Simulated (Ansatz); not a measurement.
The cell below is Mg (P6_3/mmc, No. 194). Source of the atomic positions: the input geometry of an electronic-structure calculation (not necessarily at equilibrium).

```
CELL_PARAMETERS angstrom
3.23013 0.00000 0.00000
-1.61507 2.79737 0.00000
0.00000 0.00000 5.24451
ATOMIC_POSITIONS crystal
Mg 0.33333 0.66667 0.25000
Mg 0.66667 0.33333 0.75000
```

Atoms are hard spheres with touching radii (half the shortest distance): Mg 1.61 Å.

Question: Find the largest hole by geometry, and further ones that a grid search gives (radius above 0.15 Å; smaller ones may be missed, and maxima closer than 0.25 Å are merged).

Answer:
```tsv
hole	site	x, y, z	radius (Å)	nearest atoms	shape
V1	2a	0.000, 0.000, 0.000	0.67	6 Mg	octahedral
V2	4f	0.667, 0.333, 0.374	0.37	4 Mg	tetrahedral
```

Nearest atoms are those whose sphere lies within 0.15 Å of the hole's sphere; in brackets, those within 0.5 Å. The largest sphere that fits anywhere has a diameter of 1.34 Å; the largest that can travel through the crystal, about 0.5 Å.

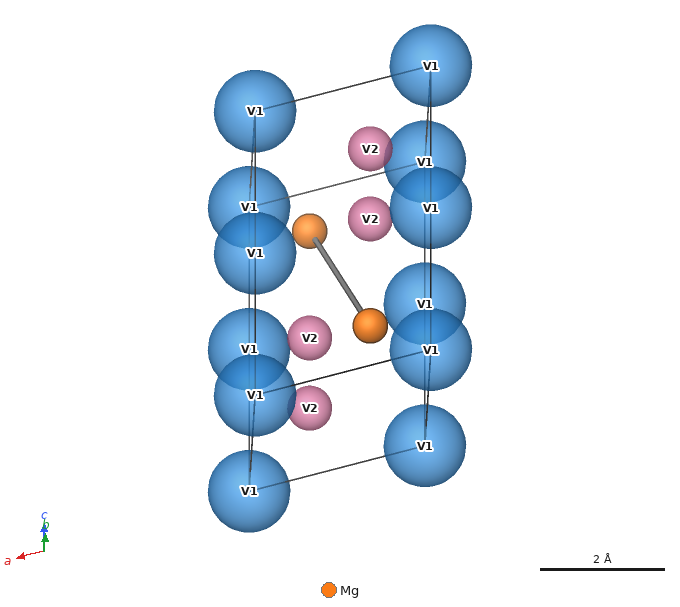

Translucent spheres (V1, V2) fill the 2 holes listed first by a grid search for holes with a radius above 0.15 Å (the largest is sure; smaller ones may be missed, and maxima closer than 0.25 Å are merged) at their true size; atoms are drawn smaller than their model radii. View from a free direction.
